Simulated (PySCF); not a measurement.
# C4H4O2 (2(5H)-Furanone): the cost of one run

Computed with PySCF 2.14.0, with density-fitted response routines of our own, on a single molecule in the gas phase. Atoms count from 0, in the outputs and in this text.

### 1 The molecule as given

10 atoms, charge 0, multiplicity 1; geometry from: MMFF94s. The atoms were then displaced at random by about 0.03 Å, so the start is not that level's minimum.

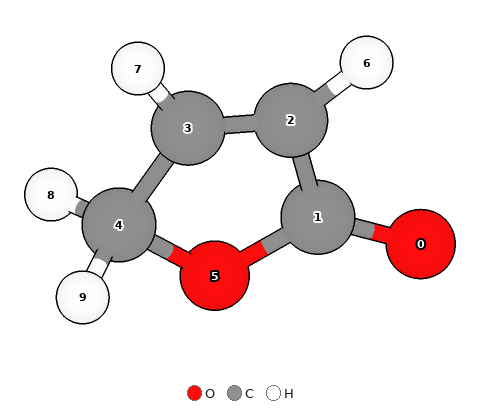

As it starts; oxygen red, carbon grey, hydrogen white, atoms numbered.

### 2 Relaxing the molecule at PBE0-D3(BJ)/def2-SVP

Job settings and geometry (Å):

```
{"job": {"xc": "PBE0", "basis": "def2-SVP", "d3": "d3bj", "grid": 1, "shake": 0.03, "kind": "geom"}, "charge": 0, "multiplicity": 1}
O      2.582140    -0.540740     0.056170
C      1.295510    -0.335490     0.027830
C      0.562160     0.948150    -0.169480
C     -0.580630     0.702290    -0.104610
C     -0.927010    -0.764230     0.084180
O      0.377300    -1.295600     0.178210
H      1.158230     1.886490    -0.282690
H     -1.417540     1.448140    -0.208140
H     -1.469640    -1.178820    -0.659920
H     -1.455870    -0.946920     1.082870
```

The run is started by

```sh
$ OMP_NUM_THREADS=1 python probes_run.py task.json out
```

One launch serves the whole session: the jobs run in the order shown.

Q: Estimate the wall time and peak memory of this first job on 1 thread of Arm Neoverse V1, shared host.

About 29 s, with a peak of 0.42 GiB.
